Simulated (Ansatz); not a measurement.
# AlClH7NSi2: up Jacob's ladder to CCSD(T)

Aim: compute AlClH7NSi2 with functionals from several rungs and with coupled cluster, and see how far each lands from CCSD(T) at the basis-set limit for the atomisation energy.

The runs use Ansatz 0.2.0, Gaussian basis; functionals in def2-TZVPP, the program's frozen cores in correlated methods.

The runs, in order: PBE-D4, r2SCAN-D4, PBE0-D4, B3LYP-D4, ωB97X-V, ωB97M-V, B2PLYP; CCSD(T)/def2-TZVPP; MP2/def2-QZVPP; extrapolation to the limit.

## 1. Structure used throughout

The geometry comes from an earlier relaxation with PBE0-D4 in a triple-zeta def2 set; it is a stationary point, not always the lowest conformer.

SMILES `[NH2][AlH][SiH]([SiH3])Cl`, 12 atoms, charge 0, spin multiplicity 1.

Atoms are counted from 1 here; the program's logs count them from 0.

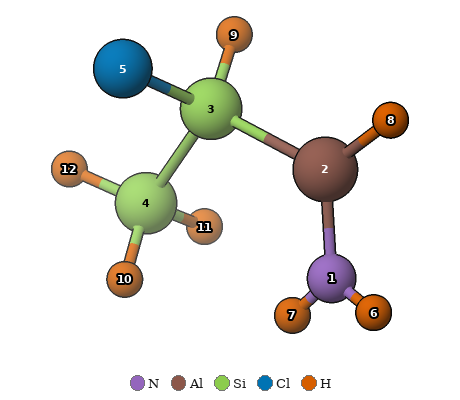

The structure; nitrogen purple, aluminium brown, silicon green, chlorine blue, hydrogen orange; atoms are numbered from 1 in the order of the file.

## 2. PBE-D4 (GGA)

File in.yaml:

```yaml
crystal:
  periodic: [false, false, false]
  atoms:
    - {symbol: N, position_ang: [-2.122823, 0.638121, -0.889940]}
    - {symbol: Al, position_ang: [-1.704862, 0.305418, 0.793348]}
    - {symbol: Si, position_ang: [0.656798, -0.224955, 1.204556]}
    - {symbol: Si, position_ang: [1.869007, -0.625860, -0.756019]}
    - {symbol: Cl, position_ang: [1.508094, 1.445382, 2.131966]}
    - {symbol: H, position_ang: [-3.039362, 0.900834, -1.216602]}
    - {symbol: H, position_ang: [-1.471659, 0.624161, -1.658719]}
    - {symbol: H, position_ang: [-2.841585, 0.400495, 1.891635]}
    - {symbol: H, position_ang: [0.878902, -1.370758, 2.133021]}
    - {symbol: H, position_ang: [1.628746, 0.479739, -1.724200]}
    - {symbol: H, position_ang: [1.385462, -1.893762, -1.372139]}
    - {symbol: H, position_ang: [3.330182, -0.733715, -0.503109]}
basis:
  gaussian: {orbitals: def2-TZVPP}
hamiltonian: {xc: pbe, dispersion: d4}
output: {forces: true, orbitals: {seedname: orbitals}}
```

Started as:

```console
$ ansatz run in.yaml --threads 4 --pin off --events-out ev --progress --plain --max-ram 10444MiB
```

The runs that follow: r2SCAN-D4 (meta-GGA); PBE0-D4 (hybrid); B3LYP-D4 (hybrid); ωB97X-V (range-separated); ωB97M-V (range-separated); B2PLYP (double hybrid); CCSD(T) in def2-TZVPP; MP2 in def2-QZVPP.

**Question.** What will the summary of the whole plan be? Wanted: atomisation energy, CCSD(T)/CBS; farthest; mean size of error, hybrid; mean size of error, range-separated; gap, smallest and largest; T1 diagnostic; triples share of the correlation energy.

The runs gave:

```
                               quantity                                 value
        atomisation energy, CCSD(T)/CBS                         3610.9 kJ/mol
 functionals within 18.1 kJ/mol (0.5 %)  PBE-D4, r2SCAN-D4, B3LYP-D4, ωB97M-V
                               farthest                 B2PLYP (-71.0 kJ/mol)
             mean size of error, hybrid                           28.7 kJ/mol
    mean size of error, range-separated                           15.3 kJ/mol
              gap, smallest and largest   3.82 eV (PBE-D4), 9.79 eV (ωB97X-V)
                          T1 diagnostic                                0.0125
triples share of the correlation energy                                 3.8 %
```

What this shows: PBE-D4 is off by -13.4 kJ/mol. Double hybrids carry the basis error of their MP2 part in triple zeta, and no dispersion term here, so their miss is partly the set-up's. Misses under about 18.1 kJ/mol are within the doubt on the reference itself, which lacks core-valence correlation, relativity and higher excitations. Hartree-Fock recovers 73 % of the binding; the rest is correlation. Orbital gaps span 3.8 to 9.8 eV; exact exchange widens them.
